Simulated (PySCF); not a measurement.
NiH (doublet)

```xyz
2

Ni    0.0000    0.0000   -0.0252
H     0.0000    0.0000    1.4488
```

The calculation used PBE0/def2-TZVP, non-relativistic Hamiltonian with scalar-relativistic core potentials where named, at a bond length of 1.474 Å in PySCF 2.14.0.

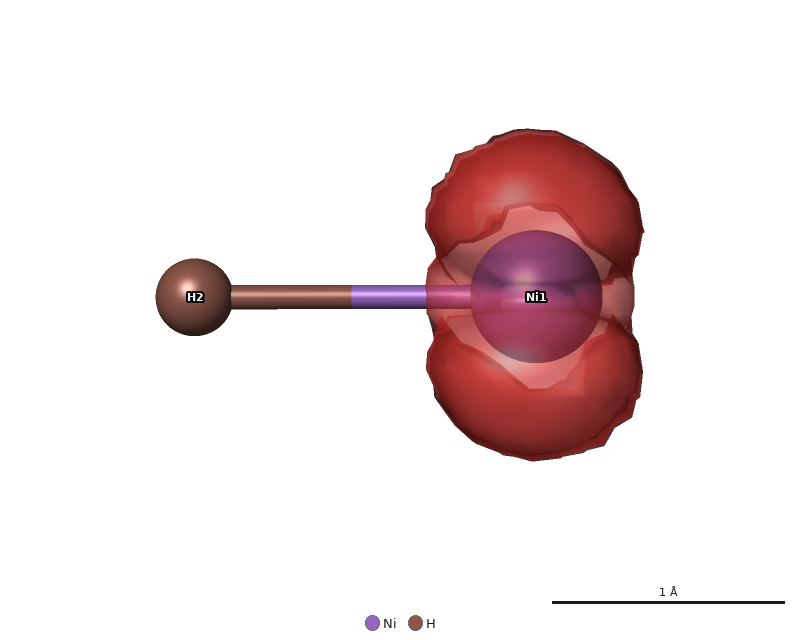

Figure 1. Isosurfaces of the spin density (α minus β) at +0.2 (red) and −0.2 e/Å³ (blue), seen from one side.

> Which atoms carry the spin?

The unpaired spin (1 electron) lies mostly on Ni1 (about 1.0), in electrons by Hirshfeld's partition. Only one sign reaches the isovalue.

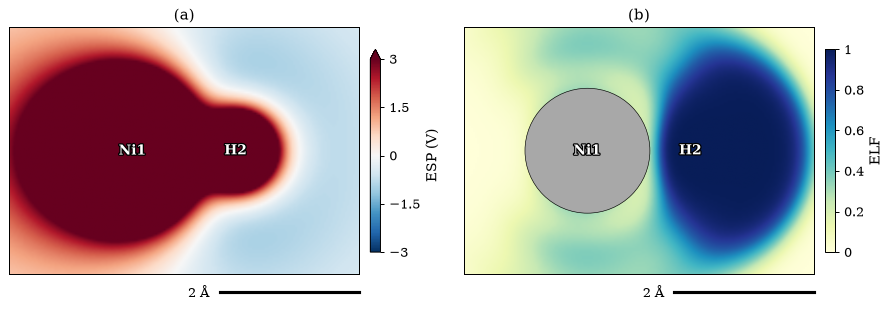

Figure 2. (a) electrostatic potential; (b) electron localisation function on a plane that holds the molecular axis. Grey discs cover the atomic cores in the ELF map.

> Interpret the plot.

Atoms in the plane: Ni and H.
Ni–H (1.47 Å): the ELF climbs to about 1 towards the hydrogen.
Outside the dense part of the molecule the potential is most negative (−1.0 V) near H2.

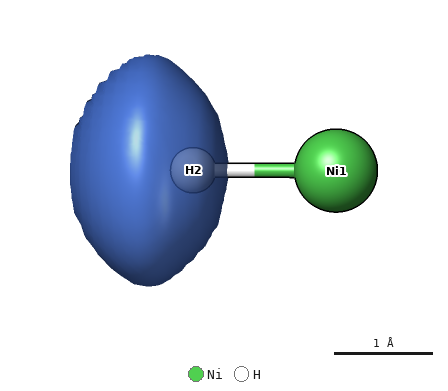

Figure 3. Isosurface of the electron localisation function at 0.9 (blue), seen from one side. Core shells and regions of very low density are left out.

> Identify the bonds, lone pairs and shells in this picture.

At this value the surface marks out one region around a hydrogen nucleus.
